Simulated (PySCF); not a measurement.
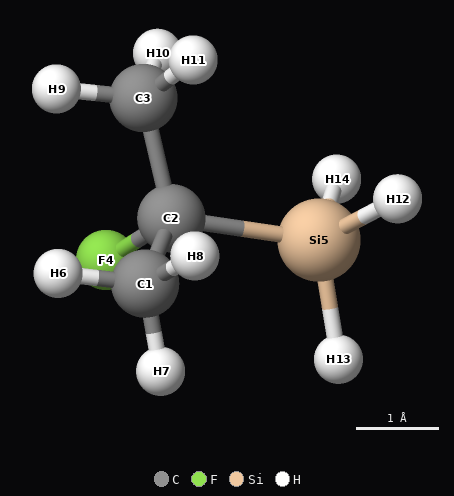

**Figure 1.** The input geometry of run A (ball-and-stick view, seen at a tilt; atoms are numbered from 1 in the order of the input). Bond lengths as drawn: C–C 1.52 Å, C–F 1.41 Å, C–H 1.10 Å, C–Si 1.92 Å and H–Si 1.49 to 1.50 Å.

# C$_{3}$H$_{9}$FSi: one change and its effect

System: C$_{3}$H$_{9}$FSi, SMILES CC(C)(F)[SiH3].
Method of run A: GIAO PBE0/6-311+G(2d,p) NMR shielding, non-relativistic, gas phase (PySCF 2.14.0).

The geometry comes from this level: PBE0-D3(BJ)/def2-SVP. Text and figures count atoms from 1; the logs count them from 0 in places.

### Input, run A
```
{"job": {"kind": "nmr", "xc": "PBE0", "basis": "6-311+G(2d,p)", "pop": true}, "charge": 0, "multiplicity": 1}
C     -0.775324    -1.149381    -0.033794
C      0.044026     0.102017    -0.280022
C     -0.509003     1.306171     0.456818
F     -0.026883     0.383599    -1.656090
Si     1.911148    -0.167402     0.067571
H     -1.825726    -0.970979    -0.316193
H     -0.398972    -1.992608    -0.631946
H     -0.747150    -1.436696     1.028377
H     -1.562048     1.468922     0.173475
H      0.056451     2.216347     0.207959
H     -0.463727     1.156432     1.546209
H      2.124847    -0.481616     1.515448
H      2.409243    -1.306145    -0.759303
H      2.662808     1.074854    -0.278766
```

The first line tells a small driver script what to run in PySCF; the rest is the geometry in Å.

Launched with:
```bash
OMP_NUM_THREADS=1 python <driver script> task.json out
```

Hardware: 1 CPU thread, shared host.

### Output (run A)
```
coarse grid: 11552 points
cycle   1  E = -508.7144435852  dE =  1.386e-01  |g| = 5.255e-01  |ddm| = 2.802e+00
cycle   2  E = -508.6768357058  dE =  3.761e-02  |g| = 7.393e-01  |ddm| = 9.536e-01
cycle   3  E = -508.7648048718  dE = -8.797e-02  |g| = 8.916e-02  |ddm| = 5.626e-01
cycle   4  E = -508.7660256866  dE = -1.221e-03  |g| = 3.274e-02  |ddm| = 8.022e-02
cycle   5  E = -508.7662578420  dE = -2.322e-04  |g| = 4.844e-03  |ddm| = 2.862e-02
cycle   6  E = -508.7662622281  dE = -4.386e-06  |g| = 1.555e-03  |ddm| = 6.588e-03
final grid: 105504 points
cycle   7  E = -508.7714260969  dE = -4.705e-05  |g| = 7.771e-03  |ddm| = 4.738e-02
cycle   8  E = -508.7714151787  dE =  1.092e-05  |g| = 1.055e-02  |ddm| = 1.426e-02
cycle   9  E = -508.7714408365  dE = -2.566e-05  |g| = 1.142e-03  |ddm| = 8.709e-03
cycle  10  E = -508.7714410293  dE = -1.928e-07  |g| = 3.433e-04  |ddm| = 1.015e-03
cycle  11  E = -508.7714410472  dE = -1.791e-08  |g| = 6.372e-05  |ddm| = 2.409e-04
cycle  12  E = -508.7714410480  dE = -7.603e-10  |g| = 2.466e-05  |ddm| = 9.804e-05
converged SCF energy = -508.7714410480

GIAO shielding tensors (ppm)
atom      isotropic    diamagn.    paramagn.     s11        s22        s33       span
  0 C      159.639     251.329     -91.689    144.724    147.821    186.372     41.648
  1 C       98.043     239.274    -141.231     63.225     64.356    166.549    103.324
  2 C      159.617     251.083     -91.467    144.754    147.700    186.397     41.643
  3 F      363.090     471.602    -108.513    332.728    374.768    381.773     49.045
  4 Si     400.096     879.068    -478.972    351.602    393.358    455.329    103.728
  5 H       30.125      31.273      -1.148     26.809     28.499     35.068      8.259
  6 H       29.826      31.041      -1.215     25.837     28.482     35.159      9.322
  7 H       30.347      32.042      -1.695     27.252     28.053     35.738      8.486
  8 H       30.119      31.156      -1.037     26.797     28.491     35.068      8.270
  9 H       29.830      30.918      -1.088     25.839     28.492     35.158      9.319
 10 H       30.350      31.925      -1.575     27.257     28.058     35.734      8.477
 11 H       27.423      28.977      -1.555     24.617     25.621     32.029      7.412
 12 H       27.329      28.332      -1.003     24.294     25.838     31.855      7.561
 13 H       27.332      28.326      -0.995     24.296     25.849     31.850      7.553
```

For run B the input was changed thus:
```diff
-"basis": "6-311+G(2d,p)"
+"basis": "6-31G*"
```

How does run B compare with run A?

The total energy of run B is 65.1 kcal/mol higher, which measures the change of basis and not a stability. The HOMO goes from −8.13 to −7.85 eV. The LUMO goes from 0.05 to 1.08 eV. The dipole moment goes from 1.82 to 1.61 D. Of all shieldings, the largest change is that of Si5, by +41.7 ppm. Diffuse functions give room to the loosely bound empty orbitals, which lowers the LUMO. The number of SCF iterations is the same. The basis functions go from 197 to 92.

### Output (run B)
```
coarse grid: 11552 points
cycle   1  E = -508.6470206800  dE =  1.487e-01  |g| = 5.274e-01  |ddm| = 3.032e+00
cycle   2  E = -508.6154285312  dE =  3.159e-02  |g| = 7.057e-01  |ddm| = 9.895e-01
cycle   3  E = -508.7017219445  dE = -8.629e-02  |g| = 7.262e-02  |ddm| = 5.875e-01
cycle   4  E = -508.7027241160  dE = -1.002e-03  |g| = 2.489e-02  |ddm| = 7.432e-02
cycle   5  E = -508.7028730053  dE = -1.489e-04  |g| = 3.279e-03  |ddm| = 2.442e-02
cycle   6  E = -508.7028753219  dE = -2.317e-06  |g| = 1.110e-03  |ddm| = 4.391e-03
final grid: 105504 points
cycle   7  E = -508.6676024765  dE = -1.679e-05  |g| = 8.477e-03  |ddm| = 1.628e-02
cycle   8  E = -508.6675883340  dE =  1.414e-05  |g| = 1.201e-02  |ddm| = 1.673e-02
cycle   9  E = -508.6676195438  dE = -3.121e-05  |g| = 9.823e-04  |ddm| = 9.301e-03
cycle  10  E = -508.6676197370  dE = -1.932e-07  |g| = 1.475e-04  |ddm| = 9.352e-04
cycle  11  E = -508.6676197408  dE = -3.794e-09  |g| = 3.453e-05  |ddm| = 1.460e-04
cycle  12  E = -508.6676197411  dE = -2.677e-10  |g| = 1.353e-05  |ddm| = 5.046e-05
converged SCF energy = -508.6676197411

GIAO shielding tensors (ppm)
atom      isotropic    diamagn.    paramagn.     s11        s22        s33       span
  0 C      167.073     250.459     -83.386    153.207    156.003    192.008     38.801
  1 C      111.607     237.513    -125.907     78.390     81.006    175.425     97.035
  2 C      167.055     250.359     -83.304    153.240    155.893    192.033     38.793
  3 F      383.469     471.691     -88.222    355.166    385.838    409.403     54.237
  4 Si     441.804     881.643    -439.839    395.243    440.169    489.999     94.756
  5 H       30.539      30.278       0.261     27.135     29.049     35.433      8.298
  6 H       30.225      30.332      -0.107     26.213     28.996     35.465      9.252
  7 H       30.829      30.701       0.128     27.721     28.804     35.963      8.242
  8 H       30.533      30.197       0.336     27.125     29.041     35.433      8.308
  9 H       30.229      30.217       0.012     26.217     29.006     35.465      9.248
 10 H       30.832      30.609       0.223     27.727     28.809     35.960      8.234
 11 H       27.898      29.479      -1.581     24.896     26.229     32.568      7.673
 12 H       27.754      29.278      -1.524     24.599     26.265     32.397      7.799
 13 H       27.757      29.246      -1.490     24.602     26.276     32.392      7.791
```

### The two runs side by side

```tsv
quantity	run A	run B
outcome	converged	converged
total energy (hartree)	−508.771441	−508.667620
HOMO (eV)	−8.13	−7.85
LUMO (eV)	0.05	1.08
dipole moment (D)	1.82	1.61
shielding of C1 (ppm)	159.6	167.1
shielding of C2 (ppm)	98.0	111.6
shielding of C3 (ppm)	159.6	167.1
shielding of F4 (ppm)	363.1	383.5
shielding of Si5 (ppm)	400.1	441.8
shielding of H8 (ppm)	30.3	30.8
shielding of H11 (ppm)	30.3	30.8
SCF iterations	12	12
basis functions	197	92
wall time (shared host)	17 s	6.5 s
```
